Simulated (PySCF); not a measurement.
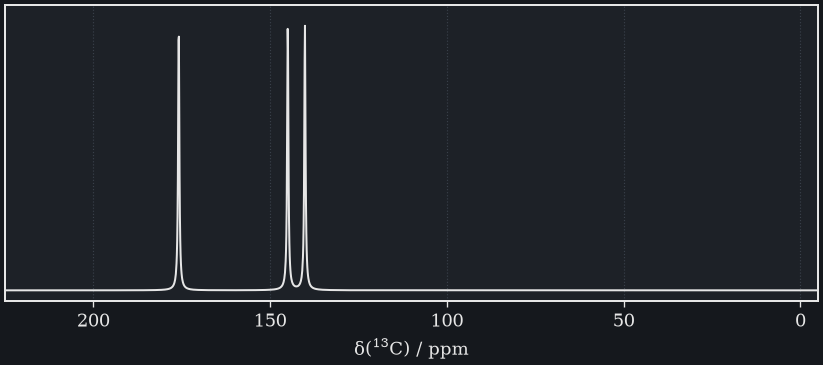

GIAO shifts, BLYP/pcSseg-1, PySCF, at a PBE0-D3(BJ)/def2-SVP geometry (no frequency check), against TMS for ¹³C computed at the same level. Gas phase, fully decoupled, line heights follow the number of nuclei, widths are arbitrary (no quadrupolar broadening); values of one conformer, averaged over methyl-type rotors and exact or near symmetry; other conformers aren't averaged in.

Question: Which structure fits the spectrum?
A. C₄H₅BCl₂, SMILES ClB/C=C1/C[C@@H]1Cl
B. CHBClF₃O₂, SMILES OB(Cl)OC(F)(F)F
C. C₂H₅F₃OSi, SMILES CO[SiH2]C(F)(F)F
D. C₃H₆ClNSi, SMILES C=C[Si@@H](Cl)N=C

Answer: D. Its ¹³C signals: 175.9 (1 C), 145.0 (1 C), 140.2 (1 C) ppm.
